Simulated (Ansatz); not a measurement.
**HfO2: response to strain**

The parent structure is HfO2 in the fluorite structure (space group Fm-3m, No. 225; a = 5.0585 Å). Axes: x, y, z lie along the cube axes.

Strains are applied to the cell and any free atomic positions relax; under biaxial strain the out-of-plane vector relaxes too.

All numbers come from r2SCAN (Ansatz, a first-principles code), scalar-relativistic without spin-orbit coupling.

Notes on the quantities. pressure: mean of the normal stresses, compression positive.

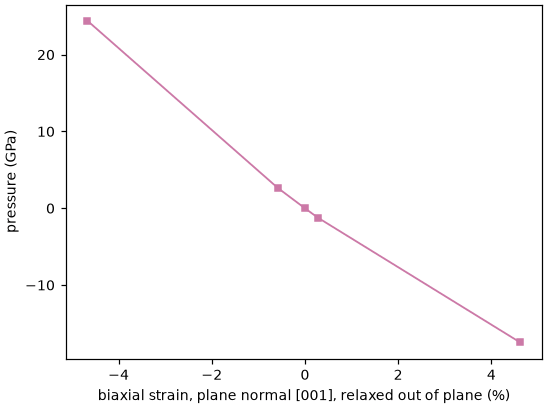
*Pressure against biaxial strain, plane normal [001], relaxed out of plane*

```json
[
 {"biaxial strain, plane normal [001], relaxed out of plane (%)": "-4.67", "pressure": "24.43 GPa"},
 {"biaxial strain, plane normal [001], relaxed out of plane (%)": "-0.58", "pressure": "2.63 GPa"},
 {"biaxial strain, plane normal [001], relaxed out of plane (%)": "0.28", "pressure": "-1.23 GPa"},
 {"biaxial strain, plane normal [001], relaxed out of plane (%)": "4.62", "pressure": "-17.47 GPa"}
]
```

No phonon test of stability was made. This is not the structure that HfO2 has at room temperature and ambient pressure.
